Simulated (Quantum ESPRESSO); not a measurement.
Computed C K edges (Quantum ESPRESSO XSpectra, LDA, excited-electron core hole (neutral cell), supercells with 6.3 to 6.9 Å between holes, Lorentzian half width 0.4 eV up to 4 eV, rising linearly to 1.75 eV at 25 eV (folded afterwards from narrower runs), without spin-orbit coupling) of these absorbers are given in random order:
A. Y2C (R-3m): 6 Y at 2.49 Å (octahedral, site symmetry -3m)
B. Dy3AlC (Pm-3m): 6 Dy at 2.44 Å (octahedral, site symmetry m-3m)
C. HfC (Fm-3m): 6 Hf at 2.33 Å (octahedral, site symmetry m-3m)

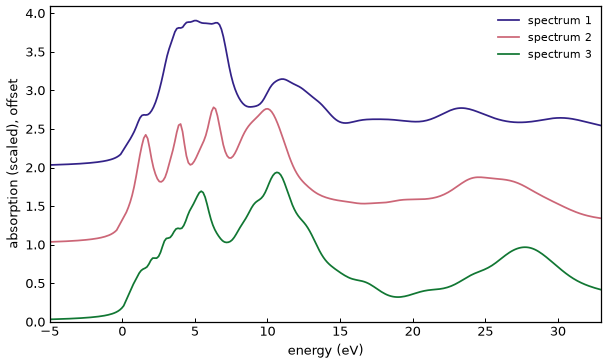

Energy from 277.6 eV of photon energy (total-energy differences, less 6.7 eV, the free-atom term for the hole's spin); mean of 1 over the first 20 eV. In the free atom LDA prices this hole about 3 eV below PBE, which is itself good to a few eV.

The database entry behind the starting cell differs from later determinations by our own check (about 0.2 % long), so it need not match the best structure at ambient conditions.

Q: Which spectrum belongs to which crystal?

Spectrum 1 is A (rising edge 278.9 eV, maxima 4.8 eV (1.90) and 10.7 eV (1.15) above its zero). Spectrum 2 is B (rising edge 278.3 eV, maxima 1.6 eV (1.42), 6.3 eV (1.78) and 10.0 eV (1.76) above its zero). Spectrum 3 is C (rising edge 278.8 eV, maxima 5.0 eV (1.69) and 10.2 eV (1.94) above its zero). After the best relative shift (up to 4 eV allowed) the most alike pair, HfC (Fm-3m) and Dy3AlC (Pm-3m), differs by 22 % r.m.s., the least alike, HfC (Fm-3m) and Y2C (R-3m), by 37 %. Between 0 and 20 eV on the axis shown, these two part most near 10.6 eV, where HfC (Fm-3m) is higher by 0.8. The rising edges span 0.5 eV, lowest for Dy3AlC (Pm-3m).

The run has no spin polarisation, although Dy can carry a moment. Lanthanide 4f electrons are frozen in the core. Lifetime broadening is put in by hand, and intensities beyond about 20 eV depend on it. Some cells keep the holes under 6.5 Å apart, so shapes are probably not fully converged. The structures are entries of the Crystallography Open Database and the Materials Project (computed), used as given.

[Hosts, paths, dates, database ids (printed as entryN), source tags and the programs' standing remarks are cut or masked in the printed files.]
